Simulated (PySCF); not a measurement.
# C$_{4}$H$_{7}$ClGeO: what the fields show

```yaml
atoms:
  - { symbol: C, position_ang: [2.0111, -0.0539, 0.7031] }
  - { symbol: C, position_ang: [0.8009, 0.0396, 0.1825] }
  - { symbol: C, position_ang: [-0.0067, -1.0887, -0.3874] }
  - { symbol: C, position_ang: [-1.4927, -0.7747, -0.1532] }
  - { symbol: O, position_ang: [-1.7701, 0.5929, -0.3811] }
  - { symbol: Ge, position_ang: [-0.3652, 1.6359, 0.0002] }
  - { symbol: Cl, position_ang: [-0.0824, 2.8957, -1.6561] }
  - { symbol: H, position_ang: [2.5357, 0.8068, 1.0824] }
  - { symbol: H, position_ang: [2.5303, -0.9998, 0.7633] }
  - { symbol: H, position_ang: [0.2588, -2.0530, 0.0456] }
  - { symbol: H, position_ang: [0.1730, -1.1241, -1.4665] }
  - { symbol: H, position_ang: [-2.1259, -1.3503, -0.8339] }
  - { symbol: H, position_ang: [-1.7639, -1.0356, 0.8765] }
  - { symbol: H, position_ang: [-0.7037, 2.5088, 1.2026] }
```

Geometry: GFN2-xTB.

Theory: PBE0/def2-SVPD, SCF density, gas phase in PySCF 2.14.0.

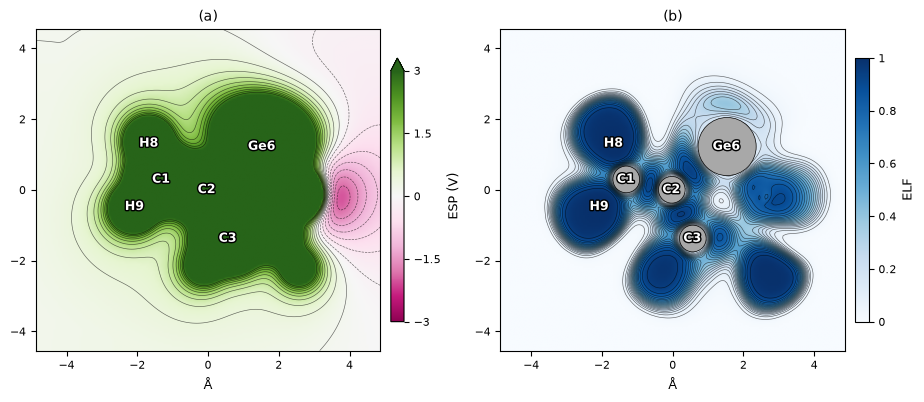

Figure 1. (a) electrostatic potential; (b) ELF on the plane of atoms C1, C2 and C3. Grey discs cover the atomic cores in the ELF map.

> Describe what can be read from this map.

Atoms in the plane: C, Ge and H.
C–C (1.32 Å): the ELF peaks at about 0.95 between the atoms: a multiple bond.
C–Ge (1.99 Å): the ELF peaks at about 0.95 in the valence shell of C, 0.7 Å from its nucleus, and is about 0.75 at the midpoint.
C–H (1.08 Å): the ELF climbs to about 1 towards the hydrogen, as it does in any bond to H: a covalent bond by its length.
C–C (1.50 Å): the ELF peaks at about 0.95 between the atoms: localised, covalent bonding.
The ELF also peaks beside O5, away from the bonds: lone-pair regions.
Outside the dense part of the molecule the potential is most negative (−2.0 V) near O5, which lies off the plane.

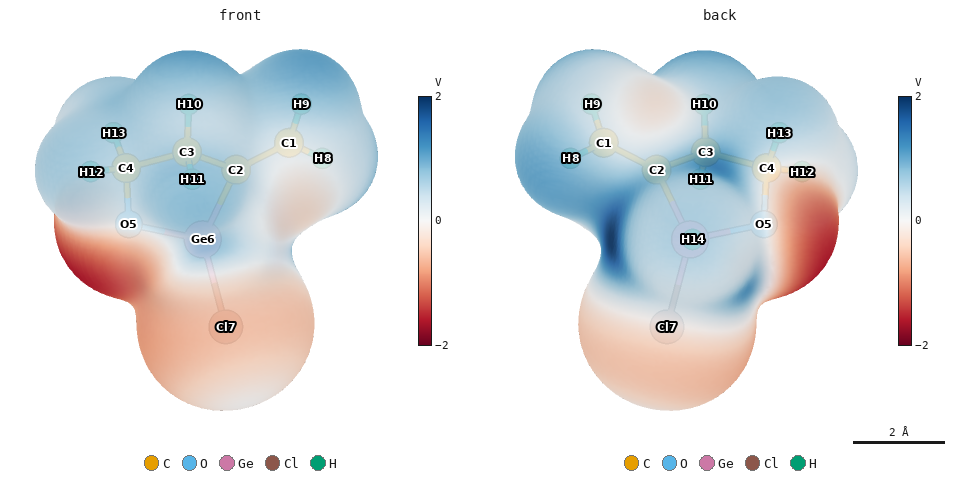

Figure 2. The molecular electrostatic potential painted on the density surface at 0.002 e/bohr³, seen from the front and from behind; red is negative and blue positive.

> Where is the surface potential most negative and most positive?

The most negative region (about −1.6 V, or −37 kcal/mol for a unit charge) lies over O5, the most positive (about +1.9 V, or +44 kcal/mol for a unit charge) over Ge6. O5 is the likeliest acceptor of a hydrogen bond.

> What dipole moment does the calculation give?

Its dipole moment is 2.97 D.
